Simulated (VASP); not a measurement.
Band structure of PtS2 (1T layered). These are rev-vdW-DF2, VASP's PBE PAW potentials (set 64) (plane waves; VASP) values and carry that method's errors.

Unless said otherwise, spin-orbit coupling is left out, though it shifts the bands of the heavy elements here.

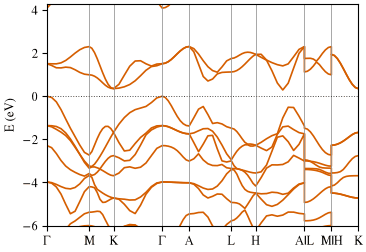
Figure. Bands along high-symmetry lines, zero at the valence-band maximum or, without a gap, the Fermi level

Q: Read the plot: is there a gap, and where are the band edges?

A: The gap is indirect, 0.29 eV, from the valence maximum at Γ to the conduction minimum at H-A at 0.56. (Edges off the drawn lines would not show.)

The compound is PtS2 in the 1T layered structure. It was relaxed first.
